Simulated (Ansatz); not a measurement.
**Abstraction of H: C2H7InO + Al(CH2)(CH3)F → C2H6InO + Al(CH3)2F**

Species: C2H7InO `C[CH2][InH][OH]`, singlet; Al(CH2)(CH3)F, doublet; C2H6InO `C[CH2][In][OH]`, doublet; Al(CH3)2F, singlet. A radical takes H: the energy is the difference in strength between the In–H bond broken and the C–H bond made.

Shapes, held fixed at every level: PBE0-D4/def2-TZVP. Flexible molecules stand in one conformer, not always the lowest. Programs: Ansatz 0.2.0. Electronic energies: no zero-point or thermal term.

```csv
level,kind,ΔE (kJ/mol),less CCSD(T)/def2-TZVPP
HF/def2-SVP,Hartree–Fock,-109.2,+29.7
SPW92/def2-TZVPP,LDA,-176.1,-37.2
wB97M-V/def2-TZVPP,range-separated hybrid,-144.0,-5.1
wB97X-V/def2-TZVPP,range-separated hybrid,-136.6,+2.3
B2PLYP/def2-TZVPP,double hybrid,-150.3,-11.4
MP2/def2-SVP,perturbation theory,-144.7,-5.8
CCSD/def2-SVP,coupled cluster or CI,-137.3,+1.6
CCSD(T)/def2-TZVPP,coupled cluster or CI,-138.9,0.0
```

The highest level, CCSD(T)/def2-TZVPP, gives ΔE = -138.9 kJ/mol; the levels span -176.1 to -109.2. The column of differences is taken from that level and isn't an error. No measured value is set beside it here. Open shells run unrestricted unless RO is named. For atoms past krypton def2 sets carry core potentials with scalar relativity. Correlated rows may include outer-core shells of In, which these sets cover unevenly.

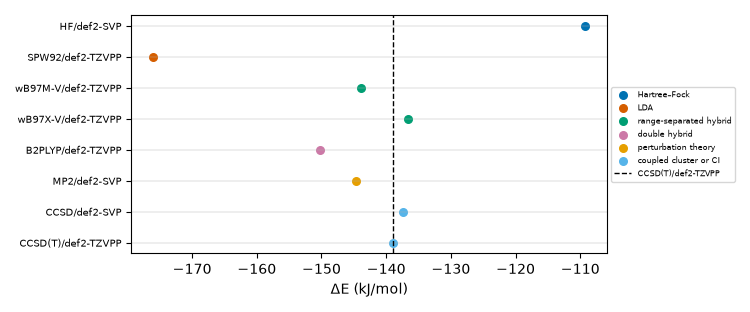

The values of the table, level by level.
